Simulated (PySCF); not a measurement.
## NMR shielding calculation, with input and output: C₅H₁₃PSi

C₅H₁₃PSi, computed with GIAO PBE0/pcSseg-1 NMR shielding, non-relativistic, gas phase (PySCF 2.14.0).

The geometry comes from this level: GFN2-xTB. Figures and captions count atoms from 1; the log counts them from 0 in places.

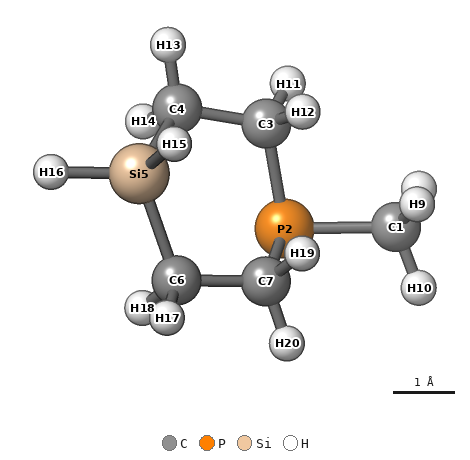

*The structure (ball-and-stick view, seen at a tilt; atoms are numbered from 1 in the order of the input).*

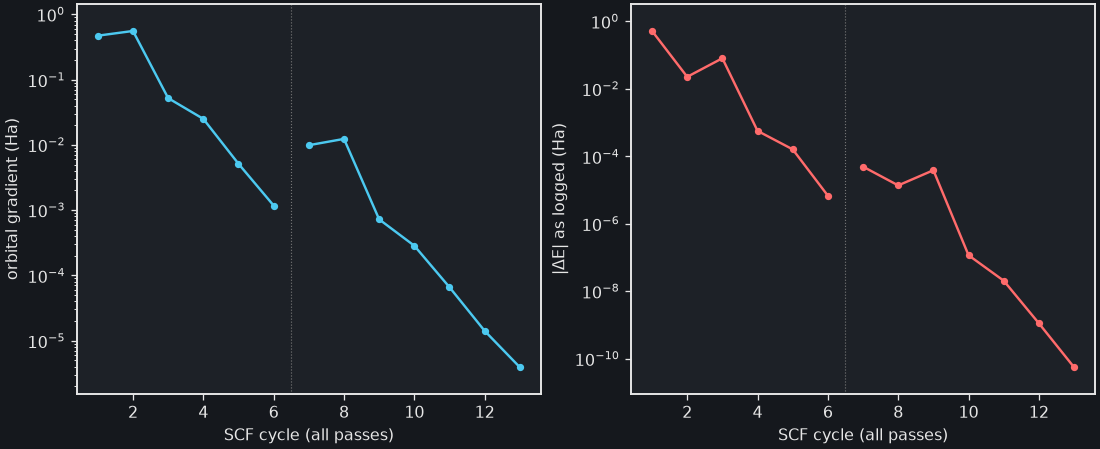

*Convergence of the self-consistent field: orbital gradient and size of the energy change against the SCF cycle. The dotted line marks the change from a coarse to the final integration grid.*

The first 6 cycles use a coarse grid, the final grid takes over at cycle 7, and the field converges after 13 cycles in all.

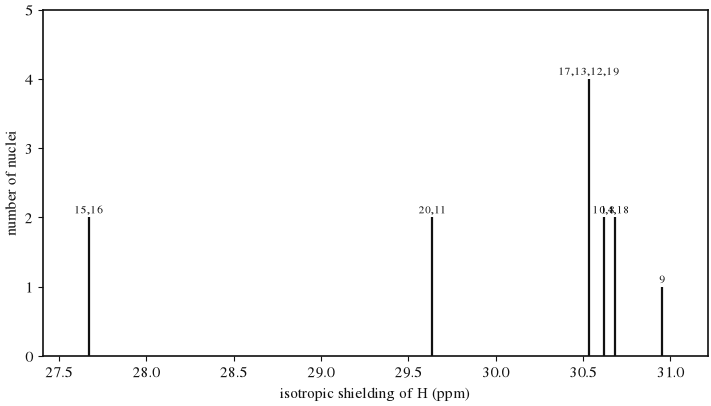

*Isotropic shieldings of the hydrogen nuclei in this fixed geometry, labelled by atom number; shielding grows to the right, so chemical shift grows to the left.*

The least shielded is H15 (27.7 ppm), the most shielded H9 (30.9 ppm).

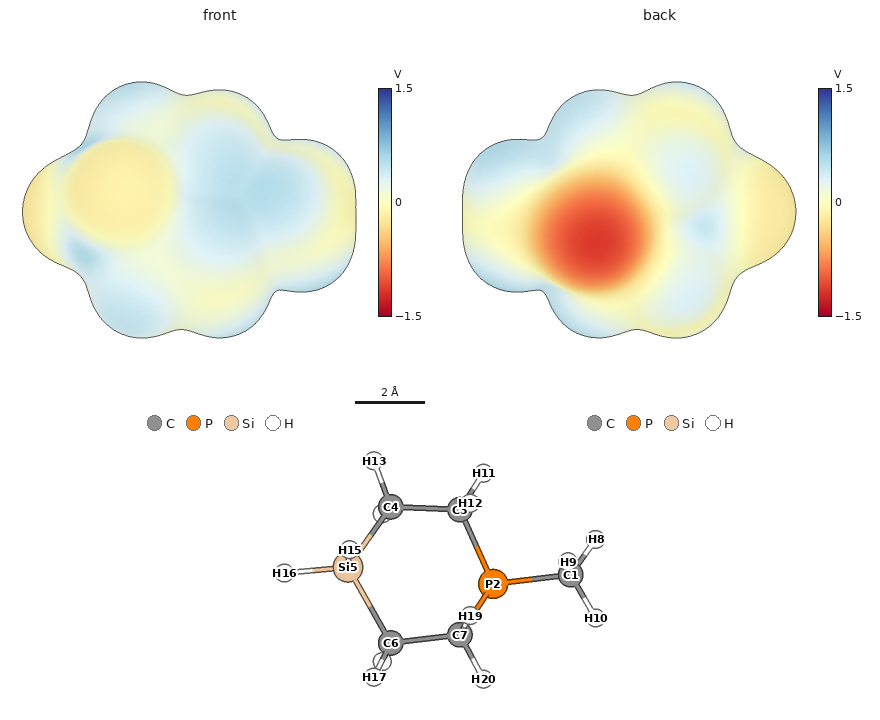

*The electrostatic potential painted on the density surface at 0.001 e/bohr³, seen at a tilt and from behind; red is negative and blue positive. The bare structure is drawn below in the same view.*

Its dipole moment is 1.00 D.

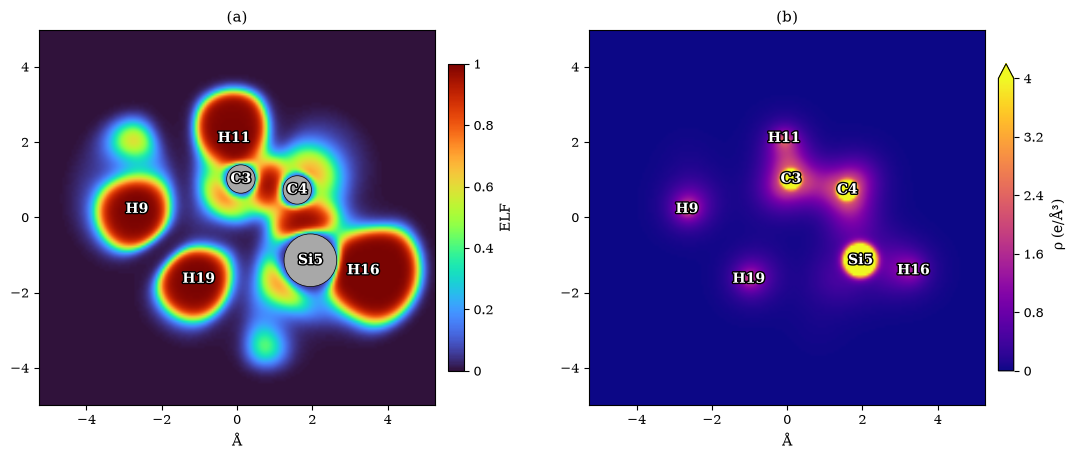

*(a) ELF; (b) total electron density on the plane of atoms C4, C3 and H11. Grey discs, where drawn, cover atomic cores.*

Atoms in the plane: C, Si and H. C–C (1.53 Å): ρ is about 1.6 e/Å³ halfway; the ELF peaks at about 0.95 between the atoms, as expected for localised, shared-pair bonding. Si–H (1.47 Å): ρ is about 0.8 e/Å³ halfway; the ELF climbs to about 1 towards the hydrogen.

The input and output of the run follow.

Input:
```
{"job": {"kind": "nmr", "xc": "PBE0", "basis": "pcSseg-1"}, "charge": 0, "multiplicity": 1}
C     -2.499555     0.626572     0.805004
P     -1.314674     0.113586    -0.522593
C     -0.493445    -1.279143     0.399298
C      0.736295    -1.792709    -0.343384
Si     2.084948    -0.457495    -0.467336
C      1.241150     1.150890    -1.031497
C     -0.028420     1.426704    -0.231676
H     -3.268442    -0.137455     0.908081
H     -1.993403     0.763648     1.760231
H     -2.978506     1.559253     0.511302
H     -1.239140    -2.075746     0.499488
H     -0.225172    -0.941438     1.405836
H      1.121491    -2.679745     0.164313
H      0.435592    -2.112453    -1.343188
H      2.667791    -0.245010     0.867834
H      3.120071    -0.858760    -1.423500
H      1.924384     1.997074    -0.930381
H      0.982751     1.084372    -2.090339
H      0.194126     1.488608     0.838743
H     -0.472990     2.379924    -0.538663
```

The first line tells a small driver script what to run in PySCF; the rest is the geometry in Å.

Run as:
```bash
OMP_NUM_THREADS=1 python <driver script> task.json out
```

Output:
```
coarse grid: 16744 points
cycle   1  E = -828.5642839662  dE =  5.209e-01  |g| = 4.723e-01  |ddm| = 3.976e+00
cycle   2  E = -828.5414994482  dE =  2.278e-02  |g| = 5.576e-01  |ddm| = 9.091e-01
cycle   3  E = -828.6223767917  dE = -8.088e-02  |g| = 5.212e-02  |ddm| = 5.353e-01
cycle   4  E = -828.6229456601  dE = -5.689e-04  |g| = 2.504e-02  |ddm| = 8.869e-02
cycle   5  E = -828.6231068252  dE = -1.612e-04  |g| = 5.133e-03  |ddm| = 2.875e-02
cycle   6  E = -828.6231136521  dE = -6.827e-06  |g| = 1.176e-03  |ddm| = 6.652e-03
final grid: 149728 points
cycle   7  E = -828.6670913878  dE = -4.952e-05  |g| = 9.892e-03  |ddm| = 4.242e-02
cycle   8  E = -828.6670776037  dE =  1.378e-05  |g| = 1.236e-02  |ddm| = 1.895e-02
cycle   9  E = -828.6671164396  dE = -3.884e-05  |g| = 7.220e-04  |ddm| = 1.110e-02
cycle  10  E = -828.6671165568  dE = -1.172e-07  |g| = 2.845e-04  |ddm| = 1.120e-03
cycle  11  E = -828.6671165774  dE = -2.060e-08  |g| = 6.576e-05  |ddm| = 3.214e-04
cycle  12  E = -828.6671165785  dE = -1.126e-09  |g| = 1.409e-05  |ddm| = 1.097e-04
cycle  13  E = -828.6671165785  dE = -5.616e-11  |g| = 3.904e-06  |ddm| = 2.103e-05
converged SCF energy = -828.6671165785

GIAO shielding tensors (ppm)
atom      isotropic    diamagn.    paramagn.     s11        s22        s33       span
  0 C      168.985     253.678     -84.694    156.956    162.188    187.810     30.855
  1 P      382.916     967.308    -584.392    356.432    385.318    406.997     50.565
  2 C      153.505     253.290     -99.785    139.287    152.794    168.434     29.146
  3 C      178.302     250.880     -72.578    165.754    180.522    188.630     22.876
  4 Si     395.225     879.181    -483.956    373.502    391.023    421.149     47.647
  5 C      178.285     250.902     -72.616    165.684    180.538    188.635     22.951
  6 C      153.535     253.313     -99.778    139.290    152.868    168.447     29.158
  7 H       30.619      30.280       0.339     26.104     27.547     38.206     12.102
  8 H       30.950      32.053      -1.103     26.767     29.576     36.506      9.739
  9 H       30.617      30.268       0.349     26.102     27.543     38.207     12.105
 10 H       29.637      32.199      -2.562     23.961     28.879     36.072     12.110
 11 H       30.540      33.593      -3.054     27.083     30.258     34.278      7.194
 12 H       30.523      29.363       1.161     25.000     27.764     38.806     13.805
 13 H       30.682      30.519       0.163     26.598     28.687     36.763     10.165
 14 H       27.656      28.992      -1.335     24.507     25.328     33.135      8.628
 15 H       27.682      28.331      -0.649     24.377     24.856     33.813      9.436
 16 H       30.523      29.344       1.179     25.001     27.761     38.807     13.805
 17 H       30.683      30.518       0.165     26.601     28.690     36.758     10.157
 18 H       30.541      33.587      -3.046     27.091     30.254     34.278      7.187
 19 H       29.637      32.186      -2.549     23.960     28.879     36.074     12.114
```

Results in brief:

```json
{"quantity": "outcome", "value": "converged"}
{"quantity": "total energy", "value": "−828.667117 hartree"}
{"quantity": "HOMO", "value": "−6.54 eV"}
{"quantity": "LUMO", "value": "0.93 eV"}
{"quantity": "dipole moment", "value": "1.00 D"}
{"quantity": "isotropic shielding, C", "value": "153.5 to 178.3 ppm"}
{"quantity": "isotropic shielding, P", "value": "382.9 ppm"}
{"quantity": "isotropic shielding, Si", "value": "395.2 ppm"}
{"quantity": "isotropic shielding, H", "value": "27.7 to 30.9 ppm"}
{"quantity": "hardware", "value": "1 CPU thread, shared host"}
{"quantity": "wall time", "value": "70 s"}
{"quantity": "peak memory", "value": "0.88 GiB"}
```
